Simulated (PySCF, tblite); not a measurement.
# C₆H₁₆BN: geometry, infrared bands and NMR shifts

Aim: predict the infrared bands and NMR shifts of C₆H₁₆BN (`[BH3-][N@@H+](C)[C@@H]1CC[C@H]1C`).

Computed with tblite 0.8.0 and PySCF 2.14.0, with density-fitted response routines of our own, on a single molecule in the gas phase. Atoms are numbered from 0 throughout.

## Step 1: The starting structure

24 atoms, charge 0, multiplicity 1; geometry from: force field or distance geometry start.

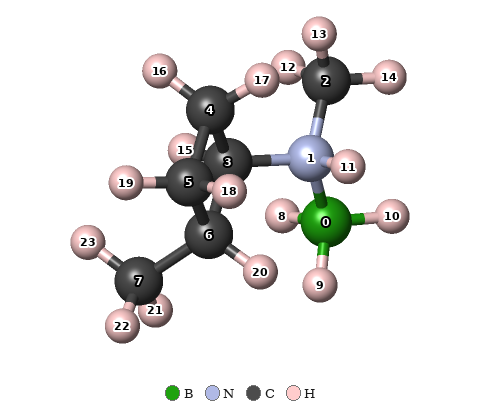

The starting geometry (boron green, nitrogen light blue, carbon dark grey, hydrogen pink), atoms numbered.

## Step 2: Relaxing the molecule with GFN2-xTB

What the job is given:

```
{"job": {"kind": "relax", "xc": "GFN2-xTB", "basis": "xTB"}, "charge": 0, "multiplicity": 1}
B     -1.601700     0.019400    -1.561900
N     -1.282900     0.223400    -0.062900
C     -2.303500    -0.455900     0.760700
C      0.064100    -0.323100     0.255500
C      0.568600     0.038400     1.674600
C      1.739600     0.793700     1.057800
C      1.231000     0.479500    -0.344400
C      2.202000    -0.370100    -1.165400
H     -1.533200    -1.134400    -1.859300
H     -0.861700     0.643200    -2.239300
H     -2.715000     0.413300    -1.799100
H     -1.311600     1.241700     0.158900
H     -2.323600    -1.550000     0.587400
H     -2.140500    -0.279500     1.838300
H     -3.325800    -0.035800     0.528600
H      0.133900    -1.428000     0.091500
H      0.894000    -0.846500     2.253200
H     -0.100900     0.718300     2.233100
H      1.710400     1.885800     1.292700
H      2.726200     0.322500     1.312300
H      0.913400     1.407000    -0.870300
H      1.694100    -0.693100    -2.105800
H      3.097200     0.234600    -1.419600
H      2.514200    -1.284700    -0.609200
```

Command:

```
$ OMP_NUM_THREADS=1 python probes_run.py task.json out
```

The driver reads the jobs from task.json and runs them one after another.

**Question.** This job is followed by: GFN2-xTB harmonic vibrations, gas phase; GIAO PBE0/pcSseg-1 NMR shielding, non-relativistic, gas phase. Predict these results of the whole session: strongest single infrared mode (GFN2-xTB); zero-point energy (GFN2-xTB); 13C shifts against TMS (PBE0/pcSseg-1); 1H shifts against TMS (PBE0/pcSseg-1, means over atoms taken as alike); 11B shifts against BF3·OEt2 (PBE0/pcSseg-1); 15N shifts against NH3 (PBE0/pcSseg-1).

**Answer**, as computed:

| quantity | value |
| --- | --- |
| strongest single infrared mode (GFN2-xTB) | 2425 cm⁻¹, 339 km/mol |
| zero-point energy (GFN2-xTB) | 134.9 kcal/mol |
| 13C shifts against TMS (PBE0/pcSseg-1) | 64.9, 40.0, 39.4, 26.1, 24.0, 21.7 ppm |
| 1H shifts against TMS (PBE0/pcSseg-1, means over atoms taken as alike) | 2.40, 2.35, 2.34, 2.28, 2.15, 1.98, 1.76, 1.44, 1.40, 1.27 ppm |
| 11B shifts against BF3·OEt2 (PBE0/pcSseg-1) | -22.2 ppm |
| 15N shifts against NH3 (PBE0/pcSseg-1) | 77.6 ppm |

Relaxing lowered the energy by 0.449 eV in 89 steps; the close pair that moved most is B0–N1, from 1.546 to 1.648 Å. All 66 modes are real, so the xTB geometry is a minimum. The strongest single mode, at 2425 cm⁻¹, moves mainly H10. Unscaled tight-binding wavenumbers are off by several per cent, some by more. Its intensities can rank the bands wrongly. The most deshielded carbon is C3 (sp3 CH bonded to N), at 64.9 ppm: deshielded by the electronegative neighbour. The most deshielded hydrogen is H12, H13, H14 (mean) (hydrogen on a methyl carbon bonded to N), at 2.40 ppm: its carbon carries N, which withdraws density. At PBE0/pcSseg-1: The largest span, 63 ppm, is at C2, where the paramagnetic term is -99 ppm.
